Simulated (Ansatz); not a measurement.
# Calculations on SiH4O3

**1. Relaxation**

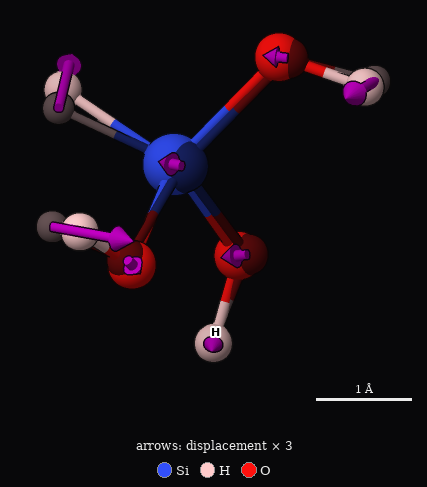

A relaxation of SiH4O3. The starting structure is drawn faded, the final one solid; purple arrows show the displacements, magnified 3 times. The two geometries are superimposed by the best rigid fit.

A ball-and-stick model, seen from a free direction.

The run prepares an end point of a later path (reaction) calculation, from a guessed geometry.

Method: RKS PBE0-D4/def2-SVP (Ansatz 0.2.0). (no spin polarisation; force threshold 0.03 eV/Å; at most 50 steps)

Which element moves most?

Hydrogen: up to 0.37 Å, against 0.12 Å for oxygen.

What did the optimiser do to the structure, and how much energy did it gain?

The largest moves after the best rigid fit, 0.37 Å, are those of H atoms. Largest moves by element: H 0.37 Å, O 0.12 Å, Si 0.11 Å. Near-neighbour distances that change, for instance: H–Si 1.453 → 1.481 Å, O–Si 1.642 → 1.649 Å. Bond angles that change, for instance: H–Si–O 93.0° → 110.7°, H–Si–O 110.8° → 104.6°, H–Si–O 120.0° → 114.4°. Groups turn about O–Si by about 20°. The energy falls by 23.0 kJ/mol in 6 accepted moves (8 points after the start). The largest force component goes from 1 to 0.027 eV/Å. The line search rejected the trial steps at points 5, 7 of the run. The run took 20 s on 1 thread of Arm Neoverse V2 (shared host), peak memory 0.15 GiB.

**2. Relaxation**

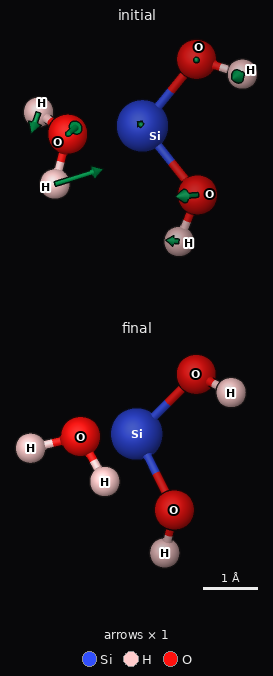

The structure of SiH4O3 before (top) and after (bottom) a relaxation, at one scale. The green arrows give the displacements, at their true length.

Style: ball-and-stick. Shown at a tilt.

The run prepares an end point of a later path (reaction) calculation, from a guessed geometry.

Level of theory: RKS PBE0-D4/def2-SVP (Ansatz 0.2.0). Set-up: no spin polarisation; force threshold 0.03 eV/Å; at most 50 steps.

Q: Describe what moved and what it gained.

A: The energy falls by 18.4 kJ/mol in 16 accepted moves (20 points after the start). The largest force component goes from 0.78 to 0.0068 eV/Å. The line search rejected the trial steps at points 1, 12, 15, 17 of the run. An H atom moves most after the best rigid fit: 1.02 Å. By element the largest moves are H 1.02 Å, O 0.63 Å, Si 0.14 Å. Near-neighbour distances that change, for instance: O–Si 2.877 → 2.250 Å, O–Si 1.684 → 1.732 Å, H–O 0.984 → 0.966 Å, H–O 0.966 → 0.974 Å. Bond angles that change, for instance: H–O–H 102.9° → 105.9°. Groups turn about O–Si by about 25°. Cost: 44 s on 1 thread of Arm Neoverse V2 (shared host), peak memory 0.15 GiB.

Limits of the set-up: the start holds two separate molecules, 2.7 Å apart at their closest, whose relative position is a soft coordinate.

**3. Path**

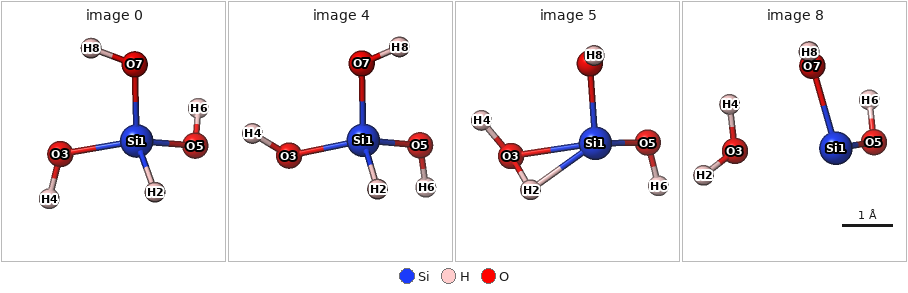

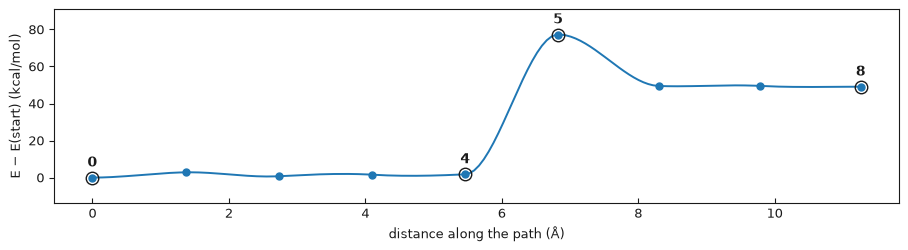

A search for the minimum-energy path of SiH4O3 by the nudged elastic band. Images are numbered from 0 (start) to 8 (end). A ball-and-stick model, seen at a tilt.

Level of theory: Ansatz 0.2.0, RKS PBE0-D4/def2-SVP. Settings: 7 movable images; climbing image; force threshold 0.05 eV/Å; iteration limit 60; starting path through a guess of the saddle point.

Q: What happens along the path, and what is the barrier?

A: Forward barrier 77.3 kcal/mol, backward barrier 28.2 kcal/mol, with image 5 at the top; the reaction energy is +49.1 kcal/mol. The path has more than one stage, and so few images may leave a stage unresolved. Breaking: Si1–H2 (1.48 → 1.63 at the top → 2.75 Å), Si1–O3 (1.66 → 1.88 at the top → 2.25 Å). Forming: H2–O3 (2.59 → 1.29 at the top → 0.97 Å). The band converged in 51 iterations. The largest component of the band force went from 71 to 0.05 eV/Å. The climbing image converged on the top of the path. Its vibrational analysis gives one imaginary mode (1457i cm⁻¹), as a transition state must have.

Cost: 11 min on 1 thread of Arm Neoverse V2, with other jobs on the host, peak memory 0.16 GiB.
